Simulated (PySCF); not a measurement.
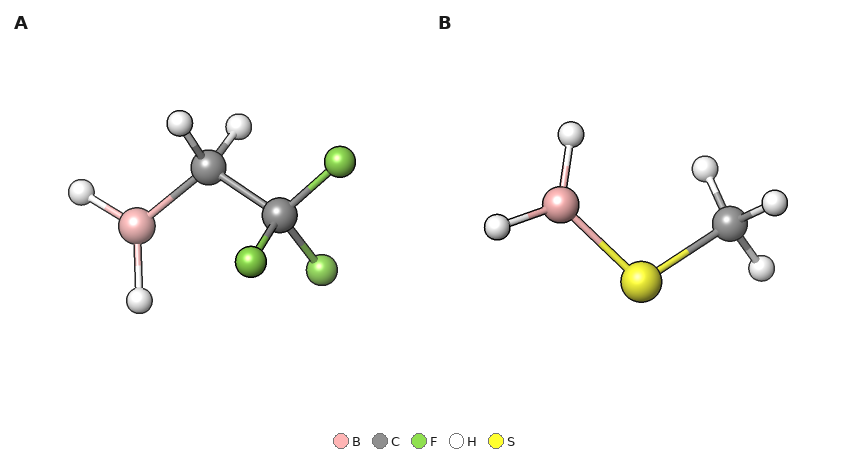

Two related species, optimised with GFN2-xTB; properties computed with PySCF 2.14.0. Both: charge 0, singlet.

**Identify both.**

A is C2H4BF3 (BCC(F)(F)F), B is CH5BS (BSC).

Compare them. With ωB97X-D/def2-SVPD: dipole moment (D), HOMO–LUMO gap (eV), HOMO energy (Kohn–Sham orbital) (eV), lowest vertical singlet excitation (eV), mean static polarisability (bohr³). With GFN2-xTB: mean B–H length (Å).

```json
{"quantity": "dipole moment (D)", "A": "2.47", "B": "1.72"}
{"quantity": "HOMO–LUMO gap (eV)", "A": "11.99", "B": "10.52"}
{"quantity": "HOMO energy (Kohn–Sham orbital) (eV)", "A": "−11.94", "B": "−9.72"}
{"quantity": "lowest vertical singlet excitation (eV)", "A": "6.23", "B": "6.17"}
{"quantity": "mean static polarisability (bohr³)", "A": "41.0", "B": "49.0"}
{"quantity": "mean B–H length (Å)", "A": "1.165", "B": "1.167"}
```

Each is one conformer, and no frequency run is at hand to confirm it as a minimum.

The geometry is semi-empirical. Around B such bond lengths and angles can be off by a tenth of an ångström or more and by several degrees, and values that hang on the shape move with them.
